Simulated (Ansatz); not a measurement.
Base system: NaF in the rock salt structure (space group Fm-3m, No. 225; a = 4.701 Å).

It is then changed as follows: every lattice vector is shortened by 0.50 %; the atoms relax in the strained cell.

Method: PBE (Ansatz, a program for electronic structure; PAW; 420 eV plane waves; no SOC).

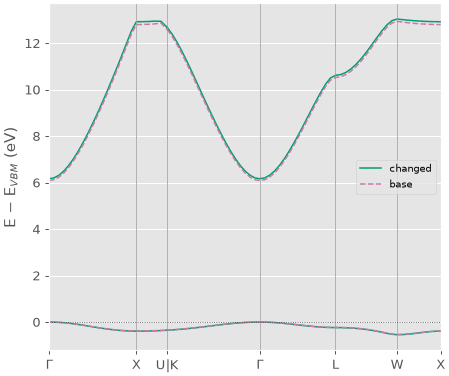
*Highest valence and lowest conduction band along the path, each from its own valence-band maximum*

Q: From the figure, how large is the changed gap, and is it direct?

A: About 6.2 eV, direct at Γ.

Stability against distortions was not tested.
